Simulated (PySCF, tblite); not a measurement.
**CH8O3Si3: dynamics, then NMR shifts on frames**

How do NMR shifts of CH8O3Si3 (`C[SiH]1O[SiH2]O[SiH2]O1`) change as the atoms move?

Programs: tblite 0.8.0 and PySCF 2.14.0, with density-fitted response routines of our own. Each step states its level of theory. These are calculated values for one molecule in the gas phase, unless marked as measured. Atoms count from 0, in the outputs and in this text.

**1. The molecule as given**

15 atoms, charge 0, multiplicity 1; geometry from: GFN2-xTB.

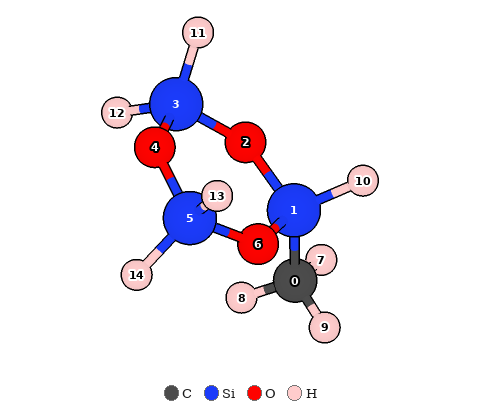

The starting geometry (carbon dark grey, silicon blue, oxygen red, hydrogen pink), atoms numbered.

**2. Dynamics with GFN2-xTB**

Job settings and geometry (Å):

```
{"job": {"kind": "md", "xc": "GFN2-xTB", "basis": "xTB", "temperature": 600, "steps": 2000, "every": 50, "frames": 5}, "charge": 0, "multiplicity": 1}
C      2.417072     0.540208    -0.039280
Si     0.790956     0.105741     0.813754
O     -0.319717     1.249464     0.471669
Si    -1.796515     1.137811    -0.193474
O     -2.081950    -0.411126    -0.593424
Si    -1.153914    -1.737415    -0.447900
O      0.251831    -1.327728     0.253208
H      2.817737     1.466593     0.357895
H      2.299593     0.661042    -1.113036
H      3.153770    -0.237545     0.130725
H      0.815433    -0.013091     2.266948
H     -2.760332     1.495243     0.834158
H     -1.756456     1.899798    -1.431259
H     -1.846942    -2.634347     0.461813
H     -0.834980    -2.186659    -1.793709
```

Level: GFN2-xTB Langevin dynamics, gas phase.

On the command line:

```console
$ OMP_NUM_THREADS=1 python probes_run.py task.json out
```

One launch serves the whole session: the jobs run in the order shown.

Output:

```text
t/fs     T/K      E/eV
    0.0   478.5   -651.59263
   25.0   260.4   -650.68929
   50.0   396.1   -650.73207
   75.0   538.2   -651.00355
  100.0   338.7   -650.80201
  125.0   642.4   -651.18932
  150.0   282.7   -650.67951
  175.0   537.9   -650.81733
  200.0   421.1   -650.83983
  225.0   505.3   -650.87469
  250.0   415.7   -650.83355
  275.0   461.1   -650.89658
  300.0   347.8   -650.46779
  325.0   566.9   -650.86286
  350.0   674.9   -650.94022
  375.0   478.6   -650.59226
  400.0   627.8   -650.57091
  425.0   565.4   -650.81268
  450.0   575.2   -650.34573
  475.0   514.5   -650.38082
  500.0   617.2   -650.50190
  525.0   456.6   -650.37959
  550.0   533.7   -650.69340
  575.0   562.5   -650.45092
  600.0   566.1   -650.62702
  625.0   725.1   -650.68605
  650.0   735.4   -650.51129
  675.0   633.2   -650.32006
  700.0   938.1   -650.60839
  725.0   752.7   -650.42246
  750.0   730.3   -650.49033
  775.0   863.8   -650.58997
  800.0   881.7   -650.92474
  825.0   659.0   -650.56324
  850.0   605.1   -650.48432
  875.0   873.6   -650.66591
  900.0   880.0   -650.36182
  925.0   774.3   -650.51701
  950.0   670.3   -650.51307
  975.0   521.5   -650.50311
 1000.0   552.4   -650.74291
```

It took 16 s on 1 thread of Arm Neoverse V1, shared host; peak memory 0.18 GiB.

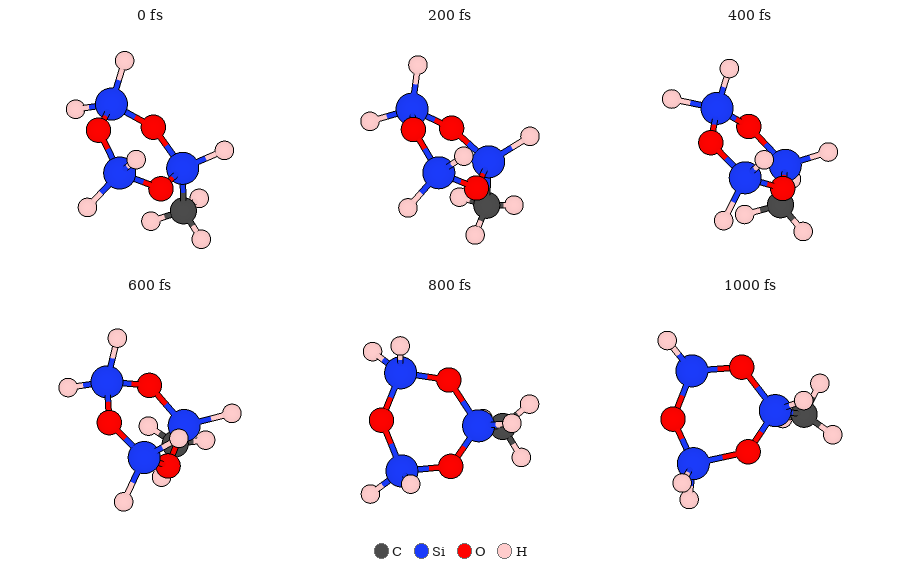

Frames of the run.

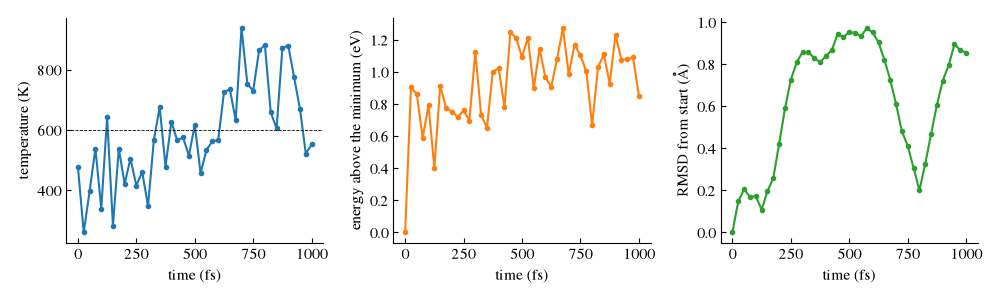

Temperature, potential energy and distance from the start.

Positions (Å) and forces (eV/Å) at 1000 fs:

```xyz
15

C     1.444    0.911    1.992    0.702    1.053    1.255
Si    0.144   -0.311    1.618   -2.117   -1.369    0.629
O    -1.280    0.541    1.283    0.647    0.076   -0.886
Si   -1.655    1.056   -0.235    2.092   -0.852    0.366
O    -1.180   -0.241   -1.254   -0.676    1.295    0.130
Si   -0.140   -1.445   -1.193    0.693   -1.255    1.678
O     0.404   -1.369    0.446   -0.172   -0.302   -1.749
H     2.328    0.523    2.486    0.323   -0.286   -0.762
H     1.083    1.548    2.791   -0.514    0.299    0.097
H     1.630    1.578    1.175    0.599    0.107   -0.416
H    -0.237   -1.186    2.776    0.063    0.465   -0.488
H    -3.059    0.995   -0.330   -0.891    0.152   -0.103
H    -0.771    2.294   -0.515   -0.813   -1.006    0.000
H    -0.559   -2.903   -1.449   -0.151    1.233    0.422
H     1.047   -1.262   -1.992    0.215    0.390   -0.173
```

**3. Nuclear shieldings: 250 fs, PBE0/pcSseg-1**

Job settings and geometry (Å):

```
{"job": {"kind": "nmr", "xc": "PBE0", "basis": "pcSseg-1", "pop": false}, "charge": 0, "multiplicity": 1}
C      2.055700     0.913800    -0.491600
Si     0.609900     0.297400     0.518200
O     -0.583700     1.302600     0.067900
Si    -2.127900     1.055000    -0.507200
O     -2.322600    -0.557000    -0.366200
Si    -1.344400    -1.837000    -0.187700
O     -0.009800    -1.207400     0.620500
H      2.995500     0.640400     0.098000
H      2.146400     2.035700    -0.454900
H      1.954700     0.582200    -1.521600
H      0.772000     0.640300     1.936500
H     -3.047800     1.512000     0.617100
H     -2.017100     1.413400    -1.858300
H     -1.993300    -2.715100     0.667400
H     -0.729300    -2.357000    -1.427800
```

Level: GIAO PBE0/pcSseg-1 NMR shielding, non-relativistic, gas phase.

Output:

```text
coarse grid: 14176 points
cycle   1  E = -1136.2402868078  dE =  1.050e+00  |g| = 1.257e+00  |ddm| = 3.692e+00
cycle   2  E = -1135.8366725407  dE =  4.036e-01  |g| = 1.926e+00  |ddm| = 2.690e+00
cycle   3  E = -1136.5164328931  dE = -6.798e-01  |g| = 1.109e-01  |ddm| = 1.913e+00
cycle   4  E = -1136.5183798661  dE = -1.947e-03  |g| = 5.847e-02  |ddm| = 1.442e-01
cycle   5  E = -1136.5191745078  dE = -7.946e-04  |g| = 1.222e-02  |ddm| = 4.925e-02
cycle   6  E = -1136.5192005131  dE = -2.601e-05  |g| = 4.160e-03  |ddm| = 1.238e-02
cycle   7  E = -1136.5192034481  dE = -2.935e-06  |g| = 1.019e-03  |ddm| = 3.591e-03
final grid: 123592 points
cycle   8  E = -1136.5882131406  dE = -6.245e-06  |g| = 1.178e-02  |ddm| = 1.597e-02
cycle   9  E = -1136.5881836693  dE =  2.947e-05  |g| = 1.737e-02  |ddm| = 2.021e-02
cycle  10  E = -1136.5882375654  dE = -5.390e-05  |g| = 6.300e-04  |ddm| = 1.261e-02
cycle  11  E = -1136.5882376419  dE = -7.658e-08  |g| = 1.647e-04  |ddm| = 6.195e-04
cycle  12  E = -1136.5882376484  dE = -6.466e-09  |g| = 3.676e-05  |ddm| = 1.580e-04
cycle  13  E = -1136.5882376486  dE = -1.751e-10  |g| = 2.005e-05  |ddm| = 3.945e-05
converged SCF energy = -1136.5882376486

GIAO shielding tensors (ppm)
atom      isotropic    diamagn.    paramagn.     s11        s22        s33       span
  0 C      177.547     257.724     -80.176    158.203    175.987    198.452     40.249
  1 Si     372.900     882.601    -509.701    321.939    378.104    418.656     96.716
  2 O      222.193     406.147    -183.954    156.188    206.020    304.372    148.184
  3 Si     382.194     881.986    -499.792    357.865    375.739    412.976     55.111
  4 O      242.136     404.199    -162.063    183.638    222.271    320.500    136.862
  5 Si     382.810     881.538    -498.728    361.645    375.916    410.870     49.224
  6 O      233.231     402.889    -169.658    175.035    223.868    300.789    125.755
  7 H       29.876      28.706       1.169     25.950     27.276     36.401     10.451
  8 H       29.834      30.152      -0.318     25.676     28.276     35.550      9.873
  9 H       30.913      32.327      -1.414     26.906     29.054     36.781      9.875
 10 H       26.439      31.521      -5.082     22.951     24.206     32.160      9.209
 11 H       25.223      28.163      -2.940     21.736     22.760     31.175      9.439
 12 H       26.615      31.130      -4.514     22.832     24.332     32.681      9.849
 13 H       27.360      30.340      -2.980     23.623     24.522     33.936     10.312
 14 H       25.977      30.325      -4.348     22.665     23.999     31.268      8.603
```

Wall time 29 s (1 thread of Arm Neoverse V1, shared host); peak memory 0.82 GiB.

Shifts follow as δ = σ(reference) − σ, with reference shieldings (ppm) from runs at the same level and on the same kind of geometry: 1H TMS 31.72, 13C TMS 186.9, 29Si TMS 349.2, 17O H2O 336.1. The references are single molecules in the gas phase, so shifts against H2O, NH3, PH3, H3PO4 or CFCl3 are not on the usual liquid scales and can be off by tens of ppm. Each atom is listed at this fixed geometry, with no averaging over motion; a spectrum would average atoms that exchange fast.

```csv
atoms,environment,σ (ppm),δ (ppm)
C0,methyl carbon bonded to Si,177.5,9.4
H11,"hydrogen on a silicon bonded to 2 O, in a 6-membered ring",25.22,6.49
H14,"hydrogen on a silicon bonded to 2 O, in a 6-membered ring",25.98,5.74
H10,"hydrogen on a silicon bonded to C, 2 O, in a 6-membered ring",26.44,5.28
H12,"hydrogen on a silicon bonded to 2 O, in a 6-membered ring",26.62,5.10
H13,"hydrogen on a silicon bonded to 2 O, in a 6-membered ring",27.36,4.36
H8,hydrogen on a methyl carbon bonded to Si,29.83,1.88
H7,hydrogen on a methyl carbon bonded to Si,29.88,1.84
H9,hydrogen on a methyl carbon bonded to Si,30.91,0.80
Si1,"silicon bonded to C, 2 O, H, in a 6-membered ring",372.9,-23.7
Si3,"silicon bonded to 2 O, 2 H, in a 6-membered ring",382.2,-33.0
Si5,"silicon bonded to 2 O, 2 H, in a 6-membered ring",382.8,-33.7
O2,"oxygen bonded to 2 Si, in a 6-membered ring",222.2,113.9
O6,"oxygen bonded to 2 Si, in a 6-membered ring",233.2,102.8
O4,"oxygen bonded to 2 Si, in a 6-membered ring",242.1,93.9
```

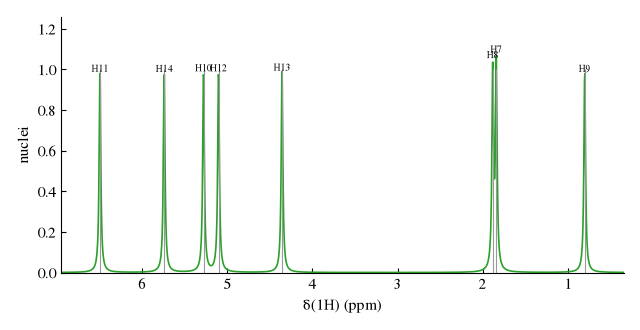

1H lines at the computed shifts, without couplings. Lines are broadened to a width of 0.02 ppm (Lorentzian).

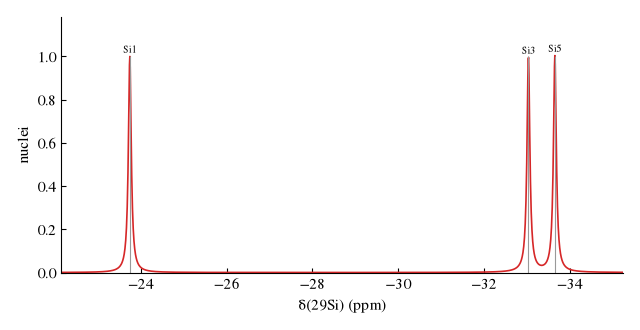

29Si lines at the computed shifts, without couplings. Lines are broadened to a width of 0.08 ppm (Lorentzian).

Ring of atoms Si1, O2, Si3, O4, Si5, O6: NICS(0) -1.6, NICS(1) 0.2, NICS(1)zz 4.0 ppm (means of both faces).

Orbitals, density, ELF and potential are computed afterwards from the orbital file.

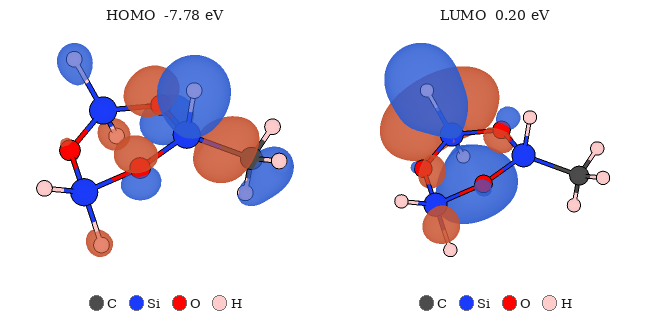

Frontier orbitals at PBE0/pcSseg-1; each surface holds 70 % of the orbital's density, blue and red mark the sign.

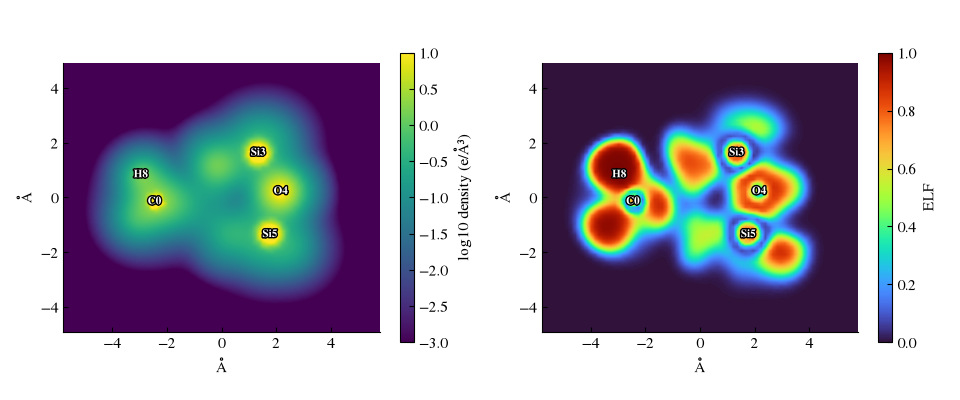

Density (left) and ELF (right) in a plane through or near 5 of the atoms.

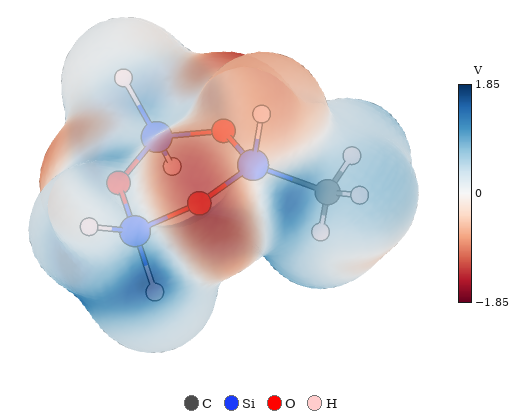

Electrostatic potential on the surface of density 0.002 e/bohr³; red is low, blue high. It runs, from the 1st to the 99th percentile, from -1.17 V near O6 to 1.85 V near Si3.

**4. Shielding tensors: 425 fs, PBE0/pcSseg-1**

Job settings and geometry (Å):

```
{"job": {"kind": "nmr", "xc": "PBE0", "basis": "pcSseg-1", "pop": false}, "charge": 0, "multiplicity": 1}
C      1.981100     0.995300    -0.226700
Si     0.598800     0.340600     0.779300
O     -0.787900     1.202200     0.474000
Si    -2.070800     0.627700    -0.256800
O     -2.212700    -1.001500    -0.383800
Si    -1.047100    -2.083300     0.059100
O      0.165000    -1.257900     0.669800
H      2.753400     0.239100    -0.211800
H      2.404700     1.935500     0.138000
H      1.559000     1.189000    -1.230600
H      0.611400     0.494500     2.320400
H     -3.053800     0.950700     0.826600
H     -1.960400     1.157600    -1.527000
H     -1.413200    -2.958500     1.121800
H     -0.511600    -2.697700    -1.334500
```

Method: GIAO PBE0/pcSseg-1 NMR shielding, non-relativistic, gas phase.

Output:

```text
coarse grid: 14176 points
cycle   1  E = -1136.2450930722  dE =  1.141e+00  |g| = 1.246e+00  |ddm| = 3.719e+00
cycle   2  E = -1135.8946478559  dE =  3.504e-01  |g| = 1.853e+00  |ddm| = 2.457e+00
cycle   3  E = -1136.5121973808  dE = -6.175e-01  |g| = 1.080e-01  |ddm| = 1.712e+00
cycle   4  E = -1136.5142005051  dE = -2.003e-03  |g| = 5.010e-02  |ddm| = 1.331e-01
cycle   5  E = -1136.5147723933  dE = -5.719e-04  |g| = 1.003e-02  |ddm| = 4.108e-02
cycle   6  E = -1136.5147897264  dE = -1.733e-05  |g| = 3.516e-03  |ddm| = 1.017e-02
cycle   7  E = -1136.5147918663  dE = -2.140e-06  |g| = 9.669e-04  |ddm| = 3.211e-03
final grid: 123592 points
cycle   8  E = -1136.5844331269  dE = -6.442e-06  |g| = 1.224e-02  |ddm| = 1.644e-02
cycle   9  E = -1136.5844023257  dE =  3.080e-05  |g| = 1.792e-02  |ddm| = 2.062e-02
cycle  10  E = -1136.5844595103  dE = -5.718e-05  |g| = 6.932e-04  |ddm| = 1.271e-02
cycle  11  E = -1136.5844596019  dE = -9.163e-08  |g| = 1.681e-04  |ddm| = 5.918e-04
cycle  12  E = -1136.5844596080  dE = -6.110e-09  |g| = 5.369e-05  |ddm| = 1.632e-04
cycle  13  E = -1136.5844596084  dE = -4.145e-10  |g| = 2.256e-05  |ddm| = 5.455e-05
converged SCF energy = -1136.5844596084

GIAO shielding tensors (ppm)
atom      isotropic    diamagn.    paramagn.     s11        s22        s33       span
  0 C      185.841     259.465     -73.624    178.545    182.057    196.920     18.375
  1 Si     367.947     882.148    -514.201    323.690    344.822    435.329    111.639
  2 O      221.241     405.313    -184.072    172.192    190.323    301.206    129.014
  3 Si     382.207     882.414    -500.208    349.854    389.837    406.929     57.075
  4 O      233.945     403.632    -169.688    181.983    222.550    297.300    115.317
  5 Si     391.377     881.877    -490.500    376.347    386.127    411.658     35.311
  6 O      226.167     404.827    -178.661    178.833    206.515    293.151    114.318
  7 H       31.429      31.319       0.111     26.779     29.232     38.276     11.497
  8 H       30.686      29.645       1.041     26.820     27.375     37.863     11.043
  9 H       30.633      33.029      -2.396     26.193     29.377     36.329     10.136
 10 H       25.454      29.222      -3.768     22.400     22.938     31.022      8.622
 11 H       25.651      28.745      -3.094     21.573     23.623     31.758     10.185
 12 H       27.038      32.193      -5.155     22.943     24.958     33.214     10.271
 13 H       26.649      29.412      -2.762     22.976     23.984     32.988     10.012
 14 H       24.865      28.339      -3.473     21.894     22.679     30.023      8.129
```

Wall time 21 s (1 thread of Arm Neoverse V1, shared host); peak memory 0.83 GiB.

Key values: δ C0 1.1, Si1 -18.8, Si3 -33.0, Si5 -42.2, H14 6.85, H10 6.26 ppm.

**5. Shielding tensors: 625 fs, PBE0/pcSseg-1**

Job settings and geometry (Å):

```
{"job": {"kind": "nmr", "xc": "PBE0", "basis": "pcSseg-1", "pop": false}, "charge": 0, "multiplicity": 1}
C      1.540900     1.945400     0.154600
Si     0.246900     0.827900     0.966900
O     -1.256500     1.282900     0.563200
Si    -2.583400     0.673600    -0.088300
O     -2.080900    -0.777500    -0.656800
Si    -0.666900    -1.745600    -0.098600
O      0.449700    -0.671100     0.221700
H      1.817500     1.794300    -0.868500
H      2.442600     2.096500     0.790900
H      1.079500     2.901800     0.003400
H      0.077900     0.328200     2.348800
H     -3.677200     0.535600     0.820100
H     -2.879800     1.613100    -1.210800
H     -0.930600    -2.634400     0.952000
H     -0.330700    -2.330400    -1.384400
```

With the program's defaults for keys left out, this is: GIAO PBE0/pcSseg-1 NMR shielding, non-relativistic, gas phase.

Output:

```text
coarse grid: 14176 points
cycle   1  E = -1136.2315890789  dE =  1.035e+00  |g| = 1.267e+00  |ddm| = 3.686e+00
cycle   2  E = -1135.7877225581  dE =  4.439e-01  |g| = 1.978e+00  |ddm| = 2.702e+00
cycle   3  E = -1136.5118862299  dE = -7.242e-01  |g| = 1.385e-01  |ddm| = 1.950e+00
cycle   4  E = -1136.5146119590  dE = -2.726e-03  |g| = 8.208e-02  |ddm| = 1.680e-01
cycle   5  E = -1136.5157934056  dE = -1.181e-03  |g| = 2.134e-02  |ddm| = 6.652e-02
cycle   6  E = -1136.5158754183  dE = -8.201e-05  |g| = 4.440e-03  |ddm| = 1.913e-02
cycle   7  E = -1136.5158799549  dE = -4.537e-06  |g| = 9.458e-04  |ddm| = 4.508e-03
final grid: 123592 points
cycle   8  E = -1136.5865302258  dE = -8.116e-06  |g| = 1.275e-02  |ddm| = 1.716e-02
cycle   9  E = -1136.5864962017  dE =  3.402e-05  |g| = 1.875e-02  |ddm| = 2.106e-02
cycle  10  E = -1136.5865587235  dE = -6.252e-05  |g| = 9.251e-04  |ddm| = 1.333e-02
cycle  11  E = -1136.5865588937  dE = -1.702e-07  |g| = 2.234e-04  |ddm| = 8.619e-04
cycle  12  E = -1136.5865589025  dE = -8.863e-09  |g| = 8.982e-05  |ddm| = 2.142e-04
cycle  13  E = -1136.5865589039  dE = -1.344e-09  |g| = 2.416e-05  |ddm| = 7.701e-05
cycle  14  E = -1136.5865589040  dE = -1.123e-10  |g| = 3.925e-06  |ddm| = 2.028e-05
converged SCF energy = -1136.5865589040

GIAO shielding tensors (ppm)
atom      isotropic    diamagn.    paramagn.     s11        s22        s33       span
  0 C      186.635     253.746     -67.111    171.821    181.198    206.885     35.064
  1 Si     371.271     881.557    -510.286    324.007    353.396    436.409    112.402
  2 O      229.368     404.375    -175.006    180.012    213.054    295.040    115.029
  3 Si     388.048     881.943    -493.895    358.067    392.359    413.718     55.652
  4 O      233.385     402.487    -169.102    166.160    208.561    325.433    159.273
  5 Si     372.538     881.384    -508.846    351.664    374.733    391.216     39.552
  6 O      225.608     403.341    -177.733    177.732    199.543    299.549    121.817
  7 H       30.838      33.067      -2.229     26.611     28.543     37.359     10.749
  8 H       30.754      27.679       3.074     26.463     27.242     38.557     12.095
  9 H       31.662      30.149       1.513     27.210     29.614     38.163     10.953
 10 H       25.592      29.764      -4.172     22.642     22.913     31.222      8.580
 11 H       26.690      29.289      -2.598     23.612     23.888     32.572      8.960
 12 H       26.181      29.557      -3.376     22.846     23.876     31.820      8.974
 13 H       26.766      30.587      -3.820     23.590     24.176     32.533      8.943
 14 H       26.483      30.701      -4.218     23.029     24.000     32.420      9.391
```

It took 22 s on 1 thread of Arm Neoverse V1, shared host; peak memory 0.84 GiB.

In short: δ C0 0.3, Si1 -22.1, Si5 -23.4, Si3 -38.9, H10 6.12, H12 5.54 ppm.

(Part 1 of 2 ends here.)
